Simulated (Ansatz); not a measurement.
System: NiSn3.

The calculation's input:

```
crystal:
  lattice:
    - [0.0, 3.5046081538, 3.5046081538]
    - [3.5046081538, 0.0, 3.5046081538]
    - [3.5046081538, 3.5046081538, 0.0]
  atoms:
    - { symbol: Sn, position: [0.25, 0.25, 0.25] }
    - { symbol: Sn, position: [0.75, 0.75, 0.75] }
    - { symbol: Sn, position: [0.5, 0.5, 0.5] }
    - { symbol: Ni, position: [0.0, 0.0, 0.0] }
basis:
  ecutwfc: 500
kpoints:
  mp_grid: { grid: [10, 10, 10] }
hamiltonian:
  xc: r2scan
scf:
  occupations: { method: gaussian, width: 0.1 }
  lower_state_search: "off"
output:
  forces: true
  stress: true
  eigenvalues: true
  write_density: true
  write_potential: true
  elf: true
  volumetric_format: npy
```

Command:

```sh
ansatz run input.yaml --threads 1 --pin off --max-ram 2560MiB --backend cpu --events-out ev --progress --plain --runs-dir out
```

Below, planes, directions and counts refer to the conventional cell (a = 7.01 Å, b = 7.01 Å, c = 7.01 Å, α = 90.00°, β = 90.00°, γ = 90.00°).

Space group Fm-3m; started from the BiF3 (D0_3) prototype, which need not be the ambient phase; computed without spin polarisation.

These are results of DFT r2SCAN, scalar-relativistic, plane waves, PAW (Ansatz 0.2.0), not measurements.

What will maps of the valence pseudo-density and electron localisation function show?

Answer. Sn–Sn (3.04 Å): ρ is about 0.22 e/Å³ halfway; the ELF is about 0.40 at the midpoint.
Ni–Sn (3.04 Å): the density is about 0.18 e/Å³ at the midpoint; the ELF is about 0.35 at the midpoint: no shared electron pair shows on this line.

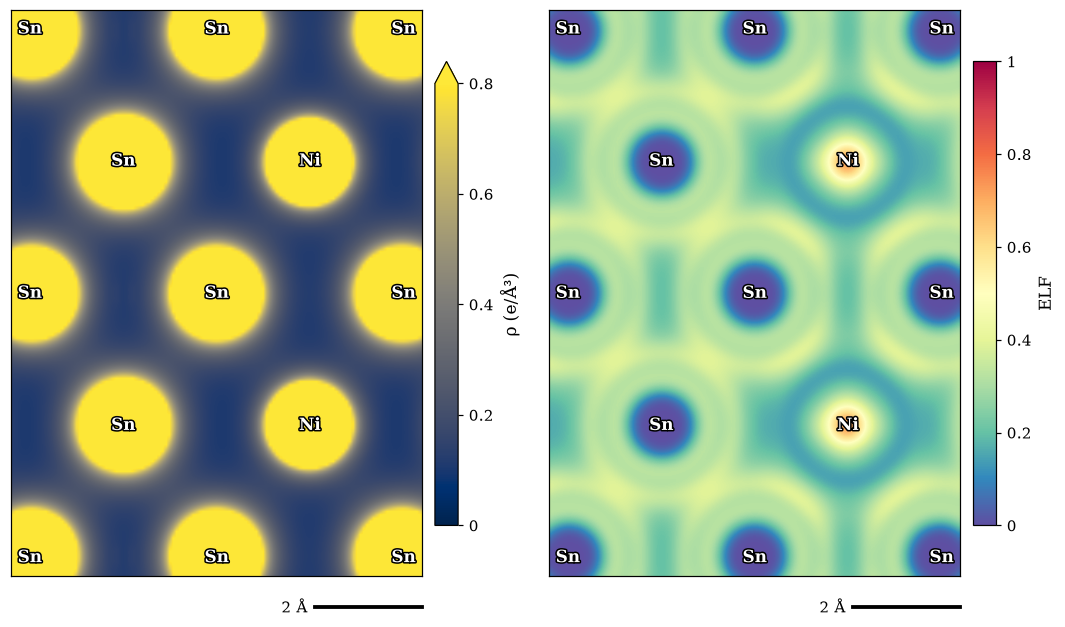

Computed valence pseudo-density and electron localisation function on the (101) plane of the conventional cell, in this order. 

In a PAW calculation such maps are meaningful between the atoms, not at the nuclei.
